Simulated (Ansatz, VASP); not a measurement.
**GaN: VASP beside Ansatz**

Aim: how closely do two programs agree when they are given the same cell, functional and k mesh? The cell is taken from a series of VASP runs on this material, whose earlier steps may have relaxed, scaled or displaced it; both programs get it as it stands. Valence electrons are named where the data sets of a main pair hold unlike numbers.

Method: plane waves, with VASP 6.6.1 beside it; band structure at PBE, band structure at LDA, spin-orbit coupling and dielectric response at LDA, in Ansatz 0.2.0.

## 1. Starting point

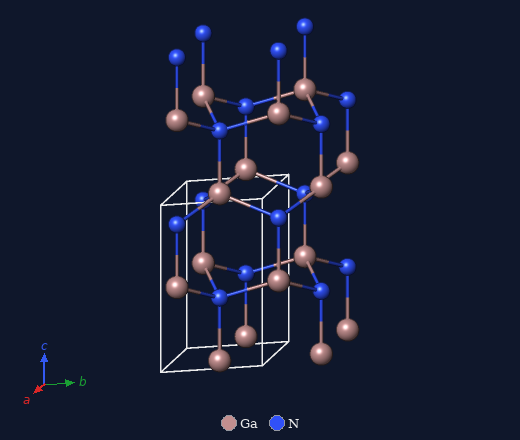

Start, viewed slightly off an axis; gallium pink, nitrogen blue. 2×2×2 cells are drawn.

## 2. VASP: band structure, PBE

Levels along a path test the potential and the projectors away from the mesh points.

Lines of VASP's logs that name or quote its potential files are left out, and so is its time.

Input file INCAR:

```
SYSTEM = GaN
PREC = Accurate
ENCUT = 460
EDIFF = 1E-06
NELM = 100
ISMEAR = 0
SIGMA = 0.03
LREAL = .FALSE.
ALGO = Normal
GGA = PE
NBANDS = 32
LORBIT = 11
LWAVE = .FALSE.
LCHARG = .FALSE.
KPAR = 8
LASPH = .TRUE.
```

Input file POSCAR:

```
GaN
1.0
    3.1972000000      0.0000000000      0.0000000000
   -1.5986000000      2.7688564210      0.0000000000
    0.0000000000      0.0000000000      5.2070000000
Ga N
2 2
Direct
    0.3333333333      0.6666666667      0.0916875968
    0.6666666667      0.3333333333      0.5916875968
    0.3333333333      0.6666666667      0.4683124032
    0.6666666667      0.3333333333      0.9683124032
```

Input file KPOINTS:

```
Automatic mesh
0
Gamma
8 8 4
0 0 0
```

Input file KPOINTS_OPT:

```
Line mode
10
Line-mode
Reciprocal
  0.00000000   0.00000000   0.00000000 GAMMA
  0.50000000   0.00000000   0.00000000 M

  0.50000000   0.00000000   0.00000000 M
  0.33333333   0.33333333   0.00000000 K

  0.33333333   0.33333333   0.00000000 K
  0.00000000   0.00000000   0.00000000 GAMMA

  0.00000000   0.00000000   0.00000000 GAMMA
  0.00000000   0.00000000   0.50000000 A

  0.00000000   0.00000000   0.50000000 A
  0.50000000   0.00000000   0.50000000 L

  0.50000000   0.00000000   0.50000000 L
  0.33333333   0.33333333   0.50000000 H

  0.33333333   0.33333333   0.50000000 H
  0.00000000   0.00000000   0.50000000 A

  0.50000000   0.00000000   0.50000000 L
  0.50000000   0.00000000   0.00000000 M

  0.33333333   0.33333333   0.00000000 K
  0.33333333   0.33333333   0.50000000 H
```

The projector-augmented-wave data sets are Ga_d and N (PBE family, release 64).

Run with:

```console
$ mpirun -np 8 vasp_std
```

Numbers of over 12 decimals in the logs are rounded to 6 here.

Log:

```text
[banner, memory and clock lines left out]
running    8 mpi-ranks, on    1 nodes
 distrk:  each k-point on    1 cores,    8 groups
 distr:  one band on    1 cores,    1 groups

 POSCAR found type information on POSCAR GaN
 POSCAR found :  2 types and       4 ions
|                                                                             |
|           W    W    AA    RRRRR   N    N  II  N    N   GGGG   !!!           |
|           W    W   A  A   R    R  NN   N  II  NN   N  G    G  !!!           |
|           W    W  A    A  R    R  N N  N  II  N N  N  G       !!!           |
|           W WW W  AAAAAA  RRRRR   N  N N  II  N  N N  G  GGG   !            |
|           WW  WW  A    A  R   R   N   NN  II  N   NN  G    G                |
|           W    W  A    A  R    R  N    N  II  N    N   GGGG   !!!           |
|                                                                             |
|     For optimal performance we recommend to set                             |
|       NCORE = 2 up to number-of-cores-per-socket                            |
|     NCORE specifies how many cores store one orbital (NPAR=cpu/NCORE).      |
|     This setting can greatly improve the performance of VASP for DFT.       |
|     The default, NCORE=1 might be grossly inefficient on modern             |
|     multi-core architectures or massively parallel machines. Do your        |
|     Unfortunately you need to use the default for GW and RPA                |
|     calculations (for HF NCORE is supported but not extensively tested      |
|     yet).                                                                   |
|                                                                             |

 LDA part: xc-table for (Slater+PW92), standard interpolation
 POSCAR, INCAR and KPOINTS ok, starting setup
 FFT: planning ... GRIDC
 FFT: planning ... GRID_SOFT
 FFT: planning ... GRID
 WAVECAR not read
 entering main loop
       N       E                     dE             d eps       ncg     rms          rms(c)
DAV:   1     0.285523977448E+03    0.28552E+03   -0.14949E+04  2376   0.192E+03
DAV:   2     0.107716018791E+02   -0.27475E+03   -0.25130E+03  1960   0.469E+02
DAV:   3    -0.271609984067E+02   -0.37933E+02   -0.37343E+02  2256   0.122E+02
DAV:   4    -0.282875318479E+02   -0.11265E+01   -0.11253E+01  2192   0.238E+01
DAV:   5    -0.283061540612E+02   -0.18622E-01   -0.18621E-01  2312   0.306E+00    0.109E+01
DAV:   6    -0.242696908957E+02    0.40365E+01   -0.69322E+00  3184   0.392E+01    0.321E+00
DAV:   7    -0.243385293318E+02   -0.68838E-01   -0.11055E+00  2056   0.713E+00    0.269E+00
DAV:   8    -0.243374138516E+02    0.11155E-02   -0.13531E-01  3016   0.349E+00    0.127E+00
DAV:   9    -0.243207111670E+02    0.16703E-01   -0.30377E-02  2920   0.262E+00    0.436E-01
DAV:  10    -0.243212057908E+02   -0.49462E-03   -0.53869E-03  2152   0.379E-01    0.171E-01
DAV:  11    -0.243211701078E+02    0.35683E-04   -0.13869E-04  3032   0.207E-01    0.775E-02
DAV:  12    -0.243211760863E+02   -0.59785E-05   -0.71502E-05  2608   0.638E-02    0.379E-02
DAV:  13    -0.243211710453E+02    0.50410E-05   -0.11026E-05  2392   0.238E-02    0.101E-02
DAV:  14    -0.243211710331E+02    0.12195E-07   -0.19141E-06  1976   0.712E-03
   1 F= -.24321171E+02 E0= -.24321171E+02  d E =-.421741E-22
 Start KPOINTS_OPT (optional k-point list driver)
k-point batch [1-30\90]
       N       E                     dE             ncg
DAV:   1     0.403743958010E+04   -0.24517E+05     2392
DAV:   2    -0.394493211787E+04   -0.79824E+04     1992
DAV:   3    -0.504127934912E+04   -0.10963E+04     2240
DAV:   4    -0.507370969005E+04   -0.32430E+02     2200
DAV:   5    -0.507420258071E+04   -0.49289E+00     2336
DAV:   6    -0.507422310094E+04   -0.20520E-01     2648
DAV:   7    -0.507422350033E+04   -0.39940E-03     2520
DAV:   8    -0.507422350606E+04   -0.57215E-05     1712
DAV:   9    -0.507422350629E+04   -0.23575E-06     1576
[...]
k-point batch [61-90\90]
       N       E                     dE             ncg
DAV:   1     0.412898118209E+04   -0.33544E+05     2360
DAV:   2    -0.397551655294E+04   -0.81045E+04     1936
DAV:   3    -0.512143737681E+04   -0.11459E+04     2264
DAV:   4    -0.515638541672E+04   -0.34948E+02     2240
DAV:   5    -0.515689576590E+04   -0.51035E+00     2240
DAV:   6    -0.515691663695E+04   -0.20871E-01     2760
DAV:   7    -0.515691710202E+04   -0.46507E-03     2392
DAV:   8    -0.515691710623E+04   -0.42046E-05     1992
DAV:   9    -0.515691710644E+04   -0.21375E-06     1456
```

From OUTCAR (step 2):

```text
ion  position               nearest neighbor table
   1  0.333  0.667  0.092-   4 1.95   4 1.95   4 1.95   3 1.96
   2  0.667  0.333  0.592-   3 1.95   3 1.95   3 1.95   4 1.96
   3  0.333  0.667  0.468-   2 1.95   2 1.95   2 1.95   1 1.96
   4  0.667  0.333  0.968-   1 1.95   1 1.95   1 1.95   2 1.96

  LATTYP: Found a hexagonal cell.
 ALAT       =     3.1972000000
 C/A-ratio  =     1.6286125360

 Subroutine GETGRP returns: Found 12 space group operations
 (whereof  6 operations were pure point group operations)

The static configuration has the point symmetry C_3v.
 The point group associated with its full space group is C_6v.

 Found     30 irreducible k-points:

   k-points           NKPTS =     30   k-points in BZ     NKDIM =     30   number of bands    NBANDS=     32

   dimension x,y,z NGX =    24 NGY =   24 NGZ =   36
   dimension x,y,z NGXF=    48 NGYF=   48 NGZF=   72

   ENCUT  =  460.0 eV  33.81 Ry    5.81 a.u.   5.59  5.59  9.11*2*pi/ulx,y,z

   NELECT =      36.0000    total number of electrons

 k-points in reciprocal lattice and weights: Automatic mesh
   0.00000000  0.00000000  0.00000000       0.004
   0.12500000  0.00000000  0.00000000       0.023
   0.25000000  0.00000000  0.00000000       0.023
   0.37500000  0.00000000  0.00000000       0.023
   0.50000000  0.00000000  0.00000000       0.012
   0.12500000  0.12500000  0.00000000       0.023
   0.25000000  0.12500000  0.00000000       0.047
   0.37500000  0.12500000  0.00000000       0.047
   0.25000000  0.25000000  0.00000000       0.023
[...]
0.25000000  0.25000000  0.50000000       0.023
   0.37500000  0.25000000  0.50000000       0.023

 average (electrostatic) potential at core
       1 -63.5885       2 -63.5885       3 -62.1322       4 -62.1322

 E-fermi :   5.4190

 k-point     1 :       0.0000    0.0000    0.0000
  band No.  band energies     occupation
    ...
     14       4.2027      2.00000
     15       4.2027      2.00000
     16       5.1846      2.00000
     17       5.2232      2.00000
     18       5.2232      2.00000
     19       7.0746      0.00000
     20       9.4177      0.00000
     21      14.3700      0.00000
     22      15.0652      0.00000
     23      15.0652      0.00000
    ...

 k-point     2 :       0.1250    0.0000    0.0000
  band No.  band energies     occupation
    ...
     14       3.1514      2.00000
     15       3.8966      2.00000
     16       4.0593      2.00000
     17       5.0307      2.00000
     18       5.0858      2.00000
     19       8.1281      0.00000
     20      10.2765      0.00000
     21      13.8160      0.00000
     22      14.3162      0.00000
     23      15.4377      0.00000
    ...

 k-point     3 :       0.2500    0.0000    0.0000
  band No.  band energies     occupation
    ...
     14       1.2679      2.00000
     15       2.3597      2.00000
     16       3.2654      2.00000
     17       4.5234      2.00000
     18       4.7327      2.00000
     19       9.4525      0.00000
     20      11.1025      0.00000
     21      12.5660      0.00000
     22      13.7117      0.00000
     23      15.3193      0.00000
    ...

  Total        0.8826772      0.8826772      0.9325531      0.0000000      0.0000000      0.0000000
  in kB       30.6799517     30.6799517     32.4135300      0.0000000      0.0000000      0.0000000
  external PRESSURE =      31.2578111 kB  Pullay stress =       0.0000000 kB

  energy-cutoff  :      460.00
  volume of cell :       46.10
      direct lattice vectors                 reciprocal lattice vectors
     3.197200000  0.000000000  0.000000000     0.312773677  0.180579967  0.000000000
    -1.598600000  2.768856421  0.000000000     0.000000000  0.361159933  0.000000000
     0.000000000  0.000000000  5.207000000     0.000000000  0.000000000  0.192049165

 POSITION                                       TOTAL-FORCE (eV/Angst)
 -----------------------------------------------------------------------------------
     -0.00000      1.84590      0.47742         0.000000     -0.000000     -0.004823
      1.59860      0.92295      3.08092        -0.000000      0.000000     -0.004823
     -0.00000      1.84590      2.43850        -0.000000      0.000000      0.004823
      1.59860      0.92295      5.04200         0.000000      0.000000      0.004823
 -----------------------------------------------------------------------------------
    total drift:                               -0.000000     -0.000000     -0.000464

  FREE ENERGIE OF THE ION-ELECTRON SYSTEM (eV)
  ---------------------------------------------------
  free  energy   TOTEN  =       -24.3211710331 eV

  energy  without entropy=      -24.3211710331  energy(sigma->0) =      -24.32117103

 total charge
# of ion       s       p       d       tot
------------------------------------------
    1        0.786   0.886  10.175  11.847
    2        0.786   0.886  10.175  11.847
    3        1.229   2.506   0.000   3.735
    4        1.229   2.506   0.000   3.735
--------------------------------------------------
tot          4.029   6.786  20.349  31.164

[... 3 further parts left out ...]
```

The run ends at a pressure of 3.13 GPa, with forces up to 0.0048 eV/Å.

## 3. Ansatz: band structure, PBE

Ansatz runs on its default PAW (the set named soft_2) files.

The same cell, functional, mesh and smearing now go to Ansatz, which takes its cutoff from its data sets.

Input file input.yaml:

```yaml
crystal:
  lattice:
    - [3.1972, 0.0, 0.0]
    - [-1.5986, 2.768856421, 0.0]
    - [0.0, 0.0, 5.207]
  atoms:
    - { symbol: Ga, position: [0.3333333333, 0.6666666667, 0.0916875968] }
    - { symbol: Ga, position: [0.6666666667, 0.3333333333, 0.5916875968] }
    - { symbol: "N", position: [0.3333333333, 0.6666666667, 0.4683124032] }
    - { symbol: "N", position: [0.6666666667, 0.3333333333, 0.9683124032] }
hamiltonian:
  xc: pbe
  pseudopotentials: { kind: paw }
kpoints:
  mp_grid: { grid: [8, 8, 4] }
  band_path:
    path:
      - [0.0, 0.0, 0.0]
      - [0.16667, 0.0, 0.0]
      - [0.33333, 0.0, 0.0]
      - [0.5, 0.0, 0.0]
      - [0.46296, 0.07407, 0.0]
      - [0.40741, 0.18519, 0.0]
      - [0.35185, 0.2963, 0.0]
      - [0.2963, 0.2963, 0.0]
      - [0.18519, 0.18519, 0.0]
      - [0.07407, 0.07407, 0.0]
      - [0.0, 0.0, 0.0]
      - [0.0, 0.0, 0.16667]
      - [0.0, 0.0, 0.33333]
      - [0.0, 0.0, 0.5]
      - [0.11111, 0.0, 0.5]
      - [0.33333, 0.0, 0.5]
      - [0.5, 0.0, 0.5]
      - [0.46296, 0.07407, 0.5]
      - [0.40741, 0.18519, 0.5]
      - [0.35185, 0.2963, 0.5]
      - [0.2963, 0.2963, 0.5]
      - [0.18519, 0.18519, 0.5]
      - [0.07407, 0.07407, 0.5]
      - [0.5, 0.0, 0.5]
      - [0.5, 0.0, 0.33333]
      - [0.5, 0.0, 0.16667]
      - [0.5, 0.0, 0.0]
      - [0.33333, 0.33333, 0.11111]
      - [0.33333, 0.33333, 0.27778]
      - [0.33333, 0.33333, 0.5]
    npoints: 1
scf:
  occupations: { method: gaussian, width: 0.03 }
  n_extra_bands: 8
output:
  forces: true
  stress: true
  eigenvalues: true
```

Run with:

```console
$ ansatz run input.yaml --threads 2 --pin off --max-ram 4608MiB --backend cpu --events-out ev --progress --plain --runs-dir out
```

Log:

```text
scf.n_extra_bands = 8 over 18 filled bands (N_el = 36.0): the run solves 26 bands
Engine: ansatz 0.2.0, aarch64-unknown-linux-gnu
Pseudopotentials: kind: paw
Pseudopotential: Ga, paw, valence charge 13, recommended cutoff 420 eV (normal), Ga.paw.azcp
Pseudopotential: N, paw, valence charge 5, recommended cutoff 420 eV (normal), N.paw.azcp
Functional definition: PBE
  parameter kappa = 0.804
  parameter beta = 0.066725
  exchange = pbe_x(kappa = kappa, mu = beta*pi^2/3)
  correlation = pbe_c(beta = beta)
Crystal: 4 atoms, lattice volume = 46.095 Å³
Basis set: ecut = 420 eV, 917 PW (Γ), exchange–correlation on 48×48×72 points (8 copies of the dense FFT grid, shifted against one another)
Bands: 26, of which v1, the nominal top of the filled ones, is band 18 counted from 1 (17 counted from 0)
Symmetry: 12 space group operations
Space group: P63mc (ITA 186), of the structure as read, at distance tolerance 3.6e-5 Å
k-points: 30 of 256 (time reversal used)
Non-local potential: Ga, projectors of the file, l = 0: 2, l = 1: 2, l = 2: 3, l = 3: 1
Non-local potential: N, projectors of the file, l = 0: 2, l = 1: 2, l = 2: 1
PAW form: soft (Blöchl's): semilocal exchange-correlation on the pseudo side does not see the compensation charge
PAW one-centre angular grid: Ga, 590 points (default); XC on 64 Gauss nodes
PAW one-centre angular grid: N, 110 points (default); XC on 64 Gauss nodes
Initial density: superposition of atomic densities (neutral atoms: chi_scale 0, normalization atom), corrected by the library's trained network
Initial wavefunctions: pseudopotential atomic-orbital guess
Functional: x = pbe(κ = 0.804, μ = 0.219515), c = pbe(β = 0.066725)
SCF iter   1: F=—  HF=-8335.825654 eV  |F-HF|=—  |Δ(HF+E_count)|=         —  Δρ=8.48e-4  dr2=2.03e-4  ethr=1.77e-3  ⟨swp⟩=5.2  Hψ=3107  notcnv=0  defer=11
preconditioner: auto → Resta (q_TF=auto, 2.618 Å⁻¹)  ε∞=4.1  [insulator: Δε(μ)=1.837 eV  Ē_g=18.724 eV  σ=0.030 eV  W_gap=1.00  n_scr=22 (ndim 8)  ℏωp=32.8 eV  f_vac=0.010  D(μ)=0.00/eV (n_scr^D=0)  ε∞_Penn≈4.1]
SCF iter   2: F=—  HF=-8335.826238 eV  |F-HF|=—  |Δ(HF+E_count)|=   5.84e-4  Δρ=4.69e-4  dr2=5.91e-5  ethr=5.64e-7  ⟨swp⟩=2.1  Hψ=1561  notcnv=0  defer=29
SCF iter   3: F=—  HF=-8335.826346 eV  |F-HF|=—  |Δ(HF+E_count)|=   1.08e-4  Δρ=1.57e-4  dr2=5.78e-6  ethr=1.64e-7  ⟨swp⟩=2.0  Hψ=1241  notcnv=0  defer=29
SCF iter   4: F=—  HF=-8335.826351 eV  |F-HF|=—  |Δ(HF+E_count)|=   4.90e-6  Δρ=6.40e-5  dr2=1.13e-6  ethr=1.61e-8  ⟨swp⟩=2.0  Hψ=1241  notcnv=0  defer=29
SCF iter   5: F=—  HF=-8335.826352 eV  |F-HF|=—  |Δ(HF+E_count)|=   1.24e-6  Δρ=2.31e-5  dr2=1.87e-7  ethr=3.13e-9  ⟨swp⟩=2.3  Hψ=1059  notcnv=0  defer=29
SCF iter   6: F=-8335.826353 eV  HF=-8335.826353 eV  |F-HF|=8.03e-9  |Δ(HF+E_count)|=   4.13e-7  Δρ=3.90e-6  dr2=5.84e-9  ethr=2.78e-10  ⟨swp⟩=7.0  Hψ=3264  notcnv=0
SCF 1 converged in 6 iterations: F = -8335.826353 eV  dr2 = 5.84e-9
  greatest PAW one-centre occupation: 0.995 electrons in one spin orbital (limit 2), on the Ga atom at site 1 (counted from 0), in its partial waves of l = 2
NSCF: frozen V_eff on 30 k-points
SCF converged after 6 iterations
Free energy (F): -8335.826353 eV
Harris-Foulkes:  -8335.826353 eV  (|F-HF|=8.03e-9)
Internal energy: -8335.826353 eV  (E = F + TS)
E sigma→0 (E₀):  -8335.826353 eV
Fermi energy:    10.484013 eV
--- Per-component energies (eV) ---
  E_band       = -14.428466
  E_kinetic    = 493.837284
  E_local      = -3918.258744  (includes V_loc(G=0)·N_el)
  E_nonlocal   = 948.785385
  E_hartree    = 1802.153208
  E_xc         = -257.404862
  E_vxc        = -268.028656  (∫ρ·V_xc dr)
  E_paw        = -4240.865515  (= ΣΔE_a)
  E_vpaw       = -875.071004  (= ΣTr[D̂ρ^β])
  E_aug_tail   = 0.000104  (compensation charges beyond the density's cutoff)
  E_ewald      = -3164.073212
  E_smearing   = -0.000000  (= −TS)
  E_closure    = -0.000000  (closes the sum)
  Σ components = -8335.826353   (vs F -8335.826353, Δ=0.00e0)
--- Forces (eV/Å), atoms counted from 1 ---
  atom   1  Ga    -0.00000000    -0.00000000    -0.00542763
  atom   2  Ga     0.00000000     0.00000000    -0.00542763
  atom   3  N      0.00000000    -0.00000000     0.00541864
  atom   4  N      0.00000000     0.00000000     0.00541864
  max |Σ_I F_I| component: 1.80e-5 eV/Å
--- Stress (GPa, compression-positive) ---
        3.578807       0.000000       0.000000
        0.000000       3.578807      -0.000000
       -0.000000       0.000000       3.701315
  P = ⅓ Tr σ = 3.6196 GPa (36.196 kbar)
--- Band table (eV; the first three rows and the last of 30) ---
  k-point 0: bands = [... 14 lower, 8.5400, 9.5223, 9.5619, 9.5619, 11.4058, 13.7568, 18.6997, 19.4102, ... 4 higher]
  k-point 1: bands = [... 14 lower, 8.6836, 8.6836, 9.4058, 9.4058, 12.6140, 13.8624, 18.3106, 19.0488, ... 4 higher]
  k-point 2: bands = [... 14 lower, 9.0386, 9.0386, 9.0386, 9.0386, 13.7477, 13.7477, 17.9862, 17.9862, ... 4 higher]
  k-point 29: bands = [... 14 lower, 5.7054, 5.7054, 8.0716, 8.0716, 15.5546, 15.5546, 17.2432, 17.2432, ... 4 higher]
```

It took 3.9 s on 2 threads of Arm Neoverse V1, shared host; peak memory 0.33 GiB.

In the SCF lines HF is the Harris–Foulkes energy and dr2 the Hartree energy of the density residual, in eV; the loop may stop once dr2 is under the threshold and the program's other checks hold. Hψ counts applications of the Hamiltonian.

## 4. Differences

Known differences besides the potentials themselves: the cutoff is 420 eV in Ansatz and 460 eV in VASP. Total energies have different zeros and are not compared.

The two programs side by side:

| quantity | Ansatz | VASP | difference |
| --- | --- | --- | --- |
| pressure (GPa) | 3.62 | 3.13 | +0.49 |
| pressure without Ansatz's Pulay correction (GPa) | 3.11 | 3.13 | -0.02 |
| gap over the path points (eV) | 1.844 | 1.851 | -0.008 |

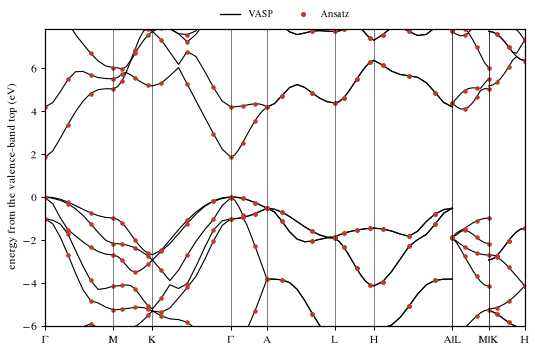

Bands from VASP (lines) and levels from Ansatz (dots). Dots without a line are higher empty bands that the VASP plot leaves out.

Levels at points of the path, from each program's valence-band top (eV; 4 filled, then empty):

| k (reciprocal lattice) | Ansatz | VASP |
| --- | --- | --- |
| 0.000 0.000 0.000 | -1.02 -0.04 0.00 0.00 1.84 4.20 9.14 | -1.02 -0.04 0.00 0.00 1.85 4.19 9.15 |
| 0.167 0.000 0.000 | -1.73 -1.52 -0.32 -0.24 3.37 5.47 8.12 | -1.73 -1.52 -0.32 -0.24 3.38 5.47 8.12 |
| 0.333 0.000 0.000 | -3.89 -2.35 -1.25 -0.74 4.82 5.69 6.69 | -3.88 -2.35 -1.24 -0.74 4.82 5.69 6.70 |
| 0.500 0.000 0.000 | -4.16 -2.71 -2.17 -0.99 5.04 5.50 6.03 | -4.16 -2.71 -2.17 -0.98 5.04 5.50 6.03 |
| 0.463 0.074 0.000 | -4.12 -2.95 -2.20 -1.20 5.41 5.72 5.97 | -4.12 -2.95 -2.20 -1.20 5.41 5.72 5.97 |
| 0.407 0.185 0.000 | -4.28 -3.50 -2.37 -2.01 5.54 6.69 6.86 | -4.28 -3.50 -2.37 -2.01 5.55 6.70 6.87 |
| 0.352 0.296 0.000 | -5.07 -3.14 -2.76 -2.63 5.20 7.54 7.82 | -5.07 -3.14 -2.76 -2.63 5.20 7.54 7.82 |
| 0.296 0.296 0.000 | -4.73 -3.41 -2.53 -2.49 5.29 7.32 7.89 | -4.73 -3.41 -2.53 -2.49 5.29 7.32 7.89 |
| 0.185 0.185 0.000 | -4.04 -2.71 -1.24 -1.08 5.25 6.78 7.23 | -4.04 -2.71 -1.24 -1.08 5.25 6.78 7.23 |
| 0.074 0.074 0.000 | -1.54 -1.05 -0.20 -0.18 2.94 5.11 8.74 | -1.54 -1.05 -0.20 -0.18 2.95 5.11 8.75 |

Among the levels compared at these points, filled levels agree within 3 meV and empty ones within 10 meV. Ansatz's pressure holds a Pulay correction of 0.51 GPa; VASP's holds none.

(Continued in part 2 of 2.)

[Lines on the potential files, build, host, timing and source positions are cut from VASP's logs without a mark.]

[Logs are printed without paths, hosts, clocks, repeated set-up lines and the standing remarks that a program may print on its own settings, such as how far it seeks lower states.]

[Hosts, paths, dates, database ids (printed as entryN), source tags and the programs' standing remarks are cut or masked in the printed files.]
